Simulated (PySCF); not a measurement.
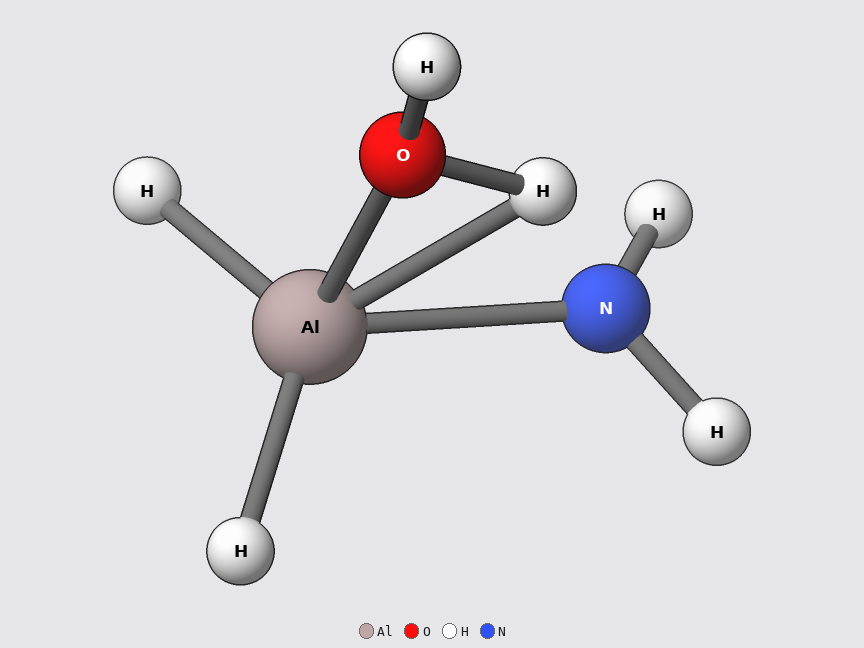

The picture comes from a calculation with PySCF.

The picture shows a molecular structure as a ball-and-stick model. Every bond is drawn as one stick, whatever its order.

Geometry: start.

Question: What is the molecular formula?

Answer: AlH6NO, 9 atoms: 1 aluminium, 6 hydrogen, 1 nitrogen and 1 oxygen.

Question: How many bonds of each kind are drawn?

Answer: 3 Al–H, 2 N–H, 2 O–H, 1 Al–O, 1 Al–N. Sticks follow a distance rule.
